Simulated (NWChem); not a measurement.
# USVWN5/def2-TZVP (core potential) run of CH2I (SMILES [CH2]I)

Aim: the vertical ionisation energy of CH2I at USVWN5/def2-TZVP (core potential), from 2 runs. 

The results are computed with NWChem 7.3.0.

### 1 The structure to begin with

CH2I: 4 atoms, total charge 0, spin state doublet. As SMILES, `[CH2]I`. The shape is that of a PBE0-D4/def2-TZVP optimisation.

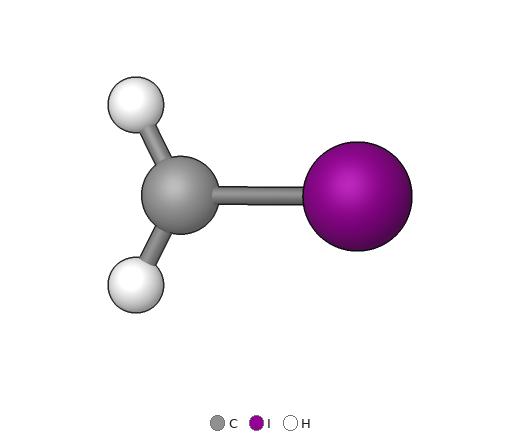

Viewed from a chosen angle; carbon grey, iodine purple, hydrogen white.

### 2 The energy at USVWN5/def2-TZVP (core potential)

Contents of test.nw:

```
start test
title "CH2I"
memory total 2200 mb
geometry noautosym nocenter noautoz
 C       -0.070900      -0.169000      -0.184000
 I        0.615100       1.076500       1.262900
 H       -0.769400       0.220900      -0.907400
 H        0.280600      -1.188700      -0.191800
end
basis spherical bse
 * library def2-TZVP
end
ecp bse
 I library def2-TZVP
end
dft
 xc slater vwn_5
 mult 2
 grid fine
 convergence energy 1e-08
 maxiter 100
 mulliken
 noprint "final vectors analysis"
end
task dft energy
```

Started as:

```
$ nwchem test.nw > test.out
```

Standard output (excerpt; [...] marks lines left out):

```text
[...]
          Wavefunction type:  spin polarized.
          No. of atoms     :     4
          No. of electrons :    33
[...]
          Charge           :     0
          Spin multiplicity:     2
[...]
          AO basis - number of functions:    93
[...]
              XC Information
              --------------
                        Slater Exchange Functional  1.000 local
                      VWN V Correlation Functional  1.000 local
[...]
 d= 0,ls=0.0,diis     1   -336.1384379809 -3.91D+02  4.69D-03  1.33D-01     2.2
[...]
 d= 0,ls=0.0,diis    11   -336.1720408596 -1.10D-09  1.16D-07  1.78D-10    16.6
[...]
         Total DFT energy =     -336.172040859608
      One electron energy =     -679.242251812860
           Coulomb energy =      315.517330109402
    Exchange-Corr. energy =      -27.494888888793
 Nuclear repulsion energy =       55.047769732643
[...]
      Total Density - Mulliken Population Analysis
     ---------------------------------------------
    Atom       Charge   Shell Charges
 -----------   ------   -------------------------------------------------------
    1 C    6     6.46   0.84  1.13  0.52  0.70  0.16  1.26  1.25  0.55  0.01  0.03  0.00
    2 I   25    24.90   0.19 -0.79  1.63  0.99  1.23  0.68 -0.49  6.42  1.48  2.52  0.95  9.13  0.88  0.07  0.00  0.02
    3 H    1     0.82   0.26  0.46  0.08  0.02
    4 H    1     0.82   0.26  0.46  0.08  0.02
[...]
      <S2> =      0.7529 (Exact =     0.7500)
[...]
```

Run time: 17 s. Hardware: 1 thread of Intel Xeon Platinum 8488C (Sapphire Rapids), shared host; peak memory 0.12 GiB.

### 3 The singlet cation, same level

Contents of ch2i.nw:

```
echo
start ch2i
memory total 2200 mb
charge 1

geometry noautosym nocenter noautoz
  C    -0.070900   -0.169000   -0.184000
  I     0.615100    1.076500    1.262900
  H    -0.769400    0.220900   -0.907400
  H     0.280600   -1.188700   -0.191800
end

basis spherical bse
  * library def2-TZVP
end

ecp bse
  I library def2-TZVP
end

dft
  xc slater vwn_5
  grid fine
  convergence energy 1e-08
  iterations 100
  mulliken
  noprint "final vectors analysis"
end

task dft energy
```

Started as:

```
$ nwchem ch2i.nw > ch2i.out
```

Standard output (excerpt; [...] marks lines left out):

```text
[...]
          Wavefunction type:  closed shell.
          No. of atoms     :     4
          No. of electrons :    32
[...]
          Charge           :     1
          Spin multiplicity:     1
[...]
          AO basis - number of functions:    93
[...]
              XC Information
              --------------
                        Slater Exchange Functional  1.000 local
                      VWN V Correlation Functional  1.000 local
[...]
 d= 0,ls=0.0,diis     1   -335.6286593394 -3.91D+02  3.10D-02  2.75D+00     1.9
[...]
 d= 0,ls=0.5,diis    29   -335.8651644809 -9.76D-09  5.58D-07  8.49D-08    36.1
         Total DFT energy =     -335.865164487451
      One electron energy =     -670.254622951619
           Coulomb energy =      306.524150151263
    Exchange-Corr. energy =      -27.182461419738
 Nuclear repulsion energy =       55.047769732643
[...]
      Total Density - Mulliken Population Analysis
     ---------------------------------------------
    Atom       Charge   Shell Charges
 -----------   ------   -------------------------------------------------------
    1 C    6     6.19   0.84  1.13  0.57  0.76  0.12  1.18  1.18  0.37  0.01  0.03  0.00
    2 I   25    24.36   0.19 -0.79  1.63  0.99  1.29  0.65 -0.49  6.42  1.43  2.44  0.53  9.13  0.87  0.05  0.00  0.02
    3 H    1     0.73   0.25  0.43  0.02  0.02
    4 H    1     0.73   0.25  0.43  0.02  0.02
[...]
```

Wall time 38 s (1 thread of Intel Xeon Platinum 8488C (Sapphire Rapids), shared host); peak memory 0.12 GiB.

### 4 Results

At USVWN5/def2-TZVP (core potential):

| quantity | value |
| --- | --- |
| doublet CH2I: total energy | -336.17204 Eh |
| doublet CH2I: dipole moment | 0.47 D |
| doublet CH2I: ⟨S²⟩ | 0.753 |
| singlet cation: total energy | -335.86516 Eh |
| vertical ionisation energy (to the singlet cation) | 8.351 eV |

**Reading.** Removing an electron at fixed nuclei costs 8.35 eV (806 kJ/mol). Only the singlet of the ionised species was computed; a triplet could lie lower.
